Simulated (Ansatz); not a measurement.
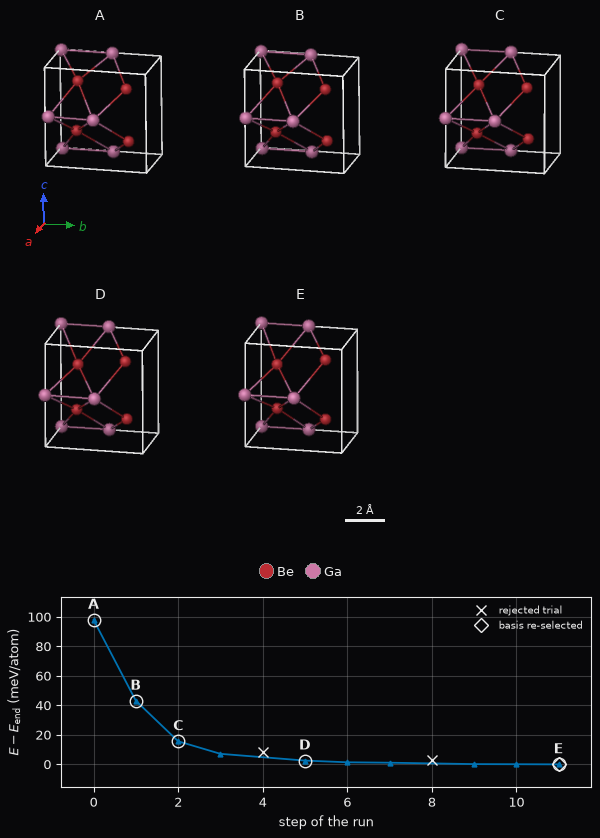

Frames of a relaxation of solid BeGa (built on the CuAu (L1_0)_123 type) (coarse preliminary run), marked on the history of the run. The picture is a ball-and-stick view of the cell of the calculation, seen slightly off an axis.

These are results of Ansatz 0.2.0, DFT PBE, scalar-relativistic, plane waves, PAW, not measurements.

Input
```yaml
crystal:
  lattice:
    - [0.0043824737, 0.0886982834, 3.6241427225]
    - [5.3545771573, -0.0218844222, 0.0063960946]
    - [-0.0218844222, 5.3626071834, 0.1294525988]
  atoms:
    - { symbol: Be, position: [0.5089512385, 0.2344709573, 0.2836360003] }
    - { symbol: Be, position: [0.5132404509, 0.2524501959, 0.7904973527] }
    - { symbol: Be, position: [0.5437054233, 0.7544402863, 0.2165015622] }
    - { symbol: Be, position: [0.5142632496, 0.7320790162, 0.7412669397] }
    - { symbol: Ga, position: [-0.0257769095, 0.0280330432, 0.4960779516] }
    - { symbol: Ga, position: [0.012959469, 0.0150408343, 0.9939033469] }
    - { symbol: Ga, position: [-0.0784531365, 0.4631289853, 0.4818908937] }
    - { symbol: Ga, position: [0.0111102147, 0.5203566815, 0.996225953] }
basis:
  ecutwfc: 420
kpoints:
  mp_grid: { grid: [6, 4, 4] }
hamiltonian:
  xc: pbe
scf:
  occupations: { method: gaussian, width: 0.1 }
output:
  forces: true
  stress: true
  eigenvalues: true
relax:
  adjacent_minimum: "off"
  f_tol: 0.015
  max_steps: 120
  cell: { stress_tol: 0.15 }
```

Run as
```bash
ansatz run input.yaml --threads 1 --pin off --max-ram 2560MiB --backend cpu --events-out ev --progress --plain --runs-dir out
```

**What happens along the run?**

After 8 accepted moves (11 points after the start) the energy has fallen by 98.0 meV per atom. The largest force component goes from 2.4 to 0.0029 eV/Å. Pressure: 2.63 GPa at the start and 0.00 GPa at the end. The line search rejected the trial steps at points 4, 8 of the run. The SCF was repeated once at an unchanged geometry on a basis and grid sized afresh for the cell, which shifted the energy by 0.1 meV per atom at most. The atom that moves furthest relative to the cell is Be2 (0.44 Å roughly along −c). Largest moves by element: Be 0.44 Å, Ga 0.37 Å. The drawn cell changes as follows: a 3.625 → 3.659 Å (+0.9 %), b 5.355 → 5.111 Å (−4.6 %), c 5.364 → 5.596 Å (+4.3 %), α 90.5° → 90.0°, β 87.2° → 90.0°, γ 89.9° → 90.0°; the volume changes by +0.6 %. Among the contacts that change: Ga5–Ga7 3.032 → 2.503 Å, Be2–Ga7 2.996 → 2.543 Å, Be3–Ga7 3.048 → 2.742 Å, Be1–Ga7 2.238 → 2.543 Å. Among the angles between lasting bonds that change: Ga5–Be4–Ga6 108.2° → 121.5°, Ga6–Be2–Ga6 94.3° → 84.0°, Ga6–Be1–Ga7 83.3° → 91.6°. The space group (tolerance 0.01 Å) goes from P1 (No. 1) to Pmma (No. 51). The run took 5.4 min on 1 thread of Arm Neoverse V2 (shared host), peak memory 0.44 GiB. From step 0 to 1: Ga5 moves most (0.12 Å), volume −2.0 %, energy −54.9 meV per atom. From step 1 to 2: Ga7 moves most (0.20 Å), energy −27.5 meV per atom. From step 2 to 5: Be2 moves most (0.18 Å), volume +2.9 %, energy −13.1 meV per atom. From step 5 to 11: Be1 moves most (0.07 Å), volume −0.2 %, energy −2.6 meV per atom.

```csv
step,"E − E(0), meV/atom","largest force component, eV/Å","pressure, GPa","volume, Å³/atom",note
0,0.00,2.3517,2.63,13.000,
1,-54.88,0.9800,2.58,12.741,
2,-82.35,0.2665,1.27,12.731,
3,-90.87,0.0881,0.40,12.908,
4,-89.86,0.4398,-0.08,13.233,rejected
5,-95.45,0.0871,-0.58,13.105,
6,-96.61,0.1054,-0.44,13.141,
7,-96.88,0.0807,-0.55,13.171,
8,-95.09,0.2100,-0.01,13.160,rejected
9,-97.84,0.0125,-0.11,13.098,
10,-97.92,0.0030,-0.01,13.081,
11,-98.01,0.0029,0.00,13.081,"same geometry, new basis"
```
